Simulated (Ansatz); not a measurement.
The starting structures come from a database of crystals and need not be the phases stable at ambient conditions.

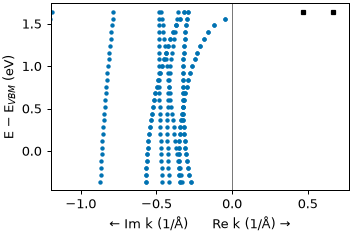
Figure: Complex bands at the centre of the two-dimensional zone; r2SCAN (Ansatz, a first-principles code)

The gap is the functional's own. No spin-orbit coupling. Mid-gap values are interpolated on the energy grid.

Task: This is MoS2 (P-6m2, not sure to be the ambient phase, 3 atoms a cell, 19.1 Å³ an atom, 2 GPa at this level) along the normal of (100). Read off the slowest decay at the centre of the two-dimensional zone at 0.68 eV, the computed energy nearest the middle of the gap.

Result: κ ≈ 0.31 1/Å, a decay length 1/(2κ) of the density of 1.6 Å.
